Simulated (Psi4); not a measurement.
**UCAM-B3LYP/cc-pVDZ (density fitting with def2-universal-jkfit, sweep point 3) run of CF (SMILES [C]F)**

Aim: a structure relaxation of CF. 

The results are computed with Psi4 1.11.

### Step 1. The system as given

The species is CF (2 atoms), typed as a doublet with charge 0. As SMILES, `[C]F`. The shape is that of a PBE0-D4/def2-TZVP optimisation. The run starts from this shape.

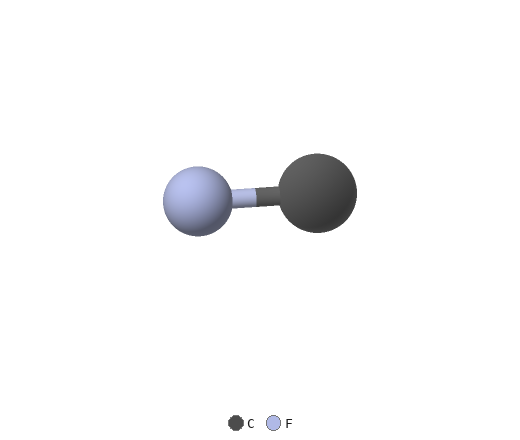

Viewed from a chosen angle; carbon dark grey, fluorine light blue.

### Step 2. A structure relaxation at UCAM-B3LYP/cc-pVDZ (density fitting with def2-universal-jkfit, sweep point 3)

File input.inp:

```
memory 1600 mb

molecule {
  0 2
  C      0.000000     0.000000     0.003080
  F      0.000000     0.000000     1.271320
  symmetry c1
}

set basis cc-pVDZ
set reference uks
set puream true
set scf_type df
set dft_radial_points 99
set dft_spherical_points 590
set df_basis_scf def2-universal-jkfit
set g_convergence gau_tight
set geom_maxiter 50
set maxiter 100

e = opt("cam-b3lyp")
```

Started as:

```sh
$ psi4 input.inp input.out -n 1
```

input.out:

```text
Psi4 1.11 release

gradient() will perform analytic gradient computation.

   => Loading Basis Set <=

    Name: CC-PVDZ
    Role: ORBITAL
    Keyword: BASIS

         ---------------------------------------------------------
                                   SCF
                              UKS Reference
                        1 Threads,   1525 MiB Core
         ---------------------------------------------------------

  ==> Geometry <==

    Molecular point group: c1
    Full point group: C_inf_v

    Geometry (in Angstrom), charge = 0, multiplicity = 2:

       Center              X                  Y                   Z               Mass
    ------------   -----------------  -----------------  -----------------  -----------------
         C            0.000000000000     0.000000000000    -0.777283097475    12.000000000000
         F            0.000000000000     0.000000000000     0.490956902525    18.998403162730

  Running in c1 symmetry.

  Rotational constants: A = ************  B =      1.42506  C =      1.42506 [cm^-1]
  Rotational constants: A = ************  B =  42722.36468  C =  42722.36468 [MHz]
  Nuclear repulsion =   22.531673323803066

  Charge       = 0
  Multiplicity = 2
  Electrons    = 15
  Nalpha       = 8
  Nbeta        = 7

  ==> Algorithm <==

  SCF Algorithm Type is DF.
  DIIS enabled.
  MOM disabled.
  Fractional occupation disabled.
  Guess Type is SAD.
  Energy threshold   = 1.00e-08
  Density threshold  = 1.00e-08
  Integral threshold = 1.00e-12

  ==> Primary Basis <==

  Basis Set: CC-PVDZ
    Blend: CC-PVDZ
    Number of shells: 12
    Number of basis functions: 28
    Number of Cartesian functions: 30
    Spherical Harmonics?: true
    Max angular momentum: 2

  ==> DFT Potential <==

   => LibXC <=

    Version 7.1.2

   => Composite Functional: CAM-B3LYP <=

    CAM-B3LYP Hyb-GGA Exchange-Correlation Functional

[... 100 lines left out ...]
   @DF-UKS iter   1:  -137.73098864704644   -4.57518e-01   5.25836e-03 DIIS/ADIIS
[... 7 lines left out ...]
   @DF-UKS iter   9:  -137.74433253528312   -2.23903e-09   2.15852e-07 DIIS
[... 15 lines left out ...]
   @S   Observed:                5.000000000E-01
[... 52 lines left out ...]
    VV10 Nonlocal Energy =                  0.0000000000000000
[... 139 lines left out ...]
	   Step    Total Energy     Delta E     Max Force     RMS Force      Max Disp      RMS Disp   ~
[... 119 lines left out ...]
   @DF-UKS iter   4:  -137.74440797167810   -3.34321e-08   2.37706e-06 DIIS
[... 15 lines left out ...]
   @S^2 Expected:                7.500000000E-01
[... 17 lines left out ...]
    Two-Electron Energy =                  85.3682266673781243
[... 69 lines left out ...]
    Weights Tolerance      =       1.00E-15
[... 126 lines left out ...]
   @DF-UKS iter   1:  -137.74441294031178   -3.11800e-03   1.24414e-04 DIIS/ADIIS
[... 7 lines left out ...]
  Energy and wave function converged.
[... 25 lines left out ...]
    Nuclear Repulsion Energy =             22.3629792981096713
[... 30 lines left out ...]
 Dipole Y            :         -0.0000000            0.0000000           -0.0000000
[... 149 lines left out ...]
   @DF-UKS iter   0:  -137.74431644984074   -1.37744e+02   1.11298e-05
[... 15 lines left out ...]
   @S^2 Expected:                7.500000000E-01
[... 52 lines left out ...]
    Two-Electron Energy =                  85.3211596128420808
[... 69 lines left out ...]
    Weights Tolerance      =       1.00E-15
[... 7 lines left out ...]
	total time  =          1 seconds =       0.02 minutes

    			-----------------------------------------

    			 OPTKING 3.0: for geometry optimizations

    			        with contributions from

    			-----------------------------------------

	                            ===> Fragment 1 <==

	 Z (Atomic Numbers)          Masses                          Geom
	       6.000000            12.000000          0.00000000  0.00000000 -1.48004909
	       9.000000            18.998403          0.00000000  0.00000000  0.93484642

	 - Coordinate -           - BOHR/RAD -       - ANG/DEG -
	 R(1,2)           =         2.414896           1.277908

	        --- Internal Coordinate Step in ANG or DEG, aJ/ANG or AJ/DEG ---
	-------------------------------------------------------------------------------
	           Coordinate      Previous         Force          Change          New
	           ----------      --------        ------          ------        ------
	               R(1,2)       1.27791        0.00003        0.00000       1.27791
	-------------------------------------------------------------------------------

	                                 ==> Convergence Check <==

	Measures of convergence in internal coordinates in au.

	Criteria marked as inactive (o), active & met (*), and active & unmet ( ).

	----------------------------------------------------------------------------------------------
	   Step    Total Energy     Delta E     Max Force     RMS Force      Max Disp      RMS Disp
	----------------------------------------------------------------------------------------------
	  Convergence Criteria              o    1.50e-05 *    1.00e-05 *    6.00e-05 *    4.00e-05 *
	----------------------------------------------------------------------------------------------
	     4    -137.74441722   -1.08e-08 o    3.17e-06 *    3.17e-06 *    6.19e-06 *    6.19e-06 *  ~
	----------------------------------------------------------------------------------------------

Next Geometry in Ang
	Fragment 1 (Ang)

	    C   0.0000000000   0.0000000000  -0.7832098876
	    F   0.0000000000   0.0000000000   0.4947010563

    Final optimized geometry and variables:
    Molecular point group: c1
    Full point group: C_inf_v

    Geometry (in Angstrom), charge = 0, multiplicity = 2:

    C            0.000000000000     0.000000000000    -0.783208249867
    F            0.000000000000     0.000000000000     0.494699418572

    Psi4 run time: 0:00:22.38

[set-up sections that repeat, and orbital energies of the middle runs, are left out above]
```

On the terminal:

```text
Optimizer: Optimization complete!
```

Wall time 24 s (1 thread of Intel Xeon Platinum 8259CL at 2.50GHz (Skylake/Cascade Lake), shared host); peak memory 0.34 GiB.

Steps, from the record of the run:

```csv
step,energy from the first frame kept (eV),largest force (eV/Å)
0,0.0000,0.4819
1,-0.0021,0.1569
2,-0.0023,0.0051
3,-0.0023,0.0002
```

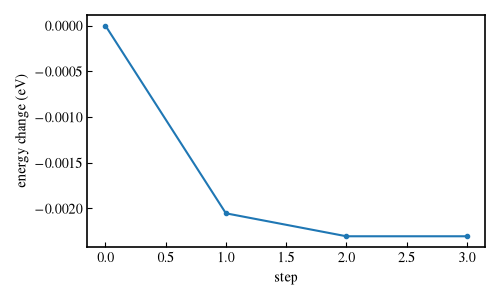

Energy along the run.

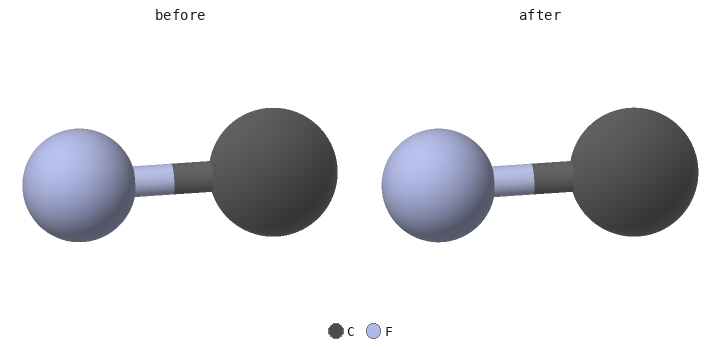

Before and after, at one scale.

After the run. Bond lengths: C1–F2 1.278 Å.

### Step 3. Summary of results

At UCAM-B3LYP/cc-pVDZ (density fitting with def2-universal-jkfit, sweep point 3):

```
                          quantity          value
           total energy at the end  -137.74442 Eh
                     dipole moment         0.75 D
HOMO energy (highest over α and β)       -7.48 eV
 LUMO energy (lowest over α and β)       -1.11 eV
                       bond length        1.278 Å
                              ⟨S²⟩          0.753
```

**Reading.** At the final geometry: Bond lengths: C1–F2 1.278 Å. The optimisation took 4 steps and changed the energy by -0.002 eV.
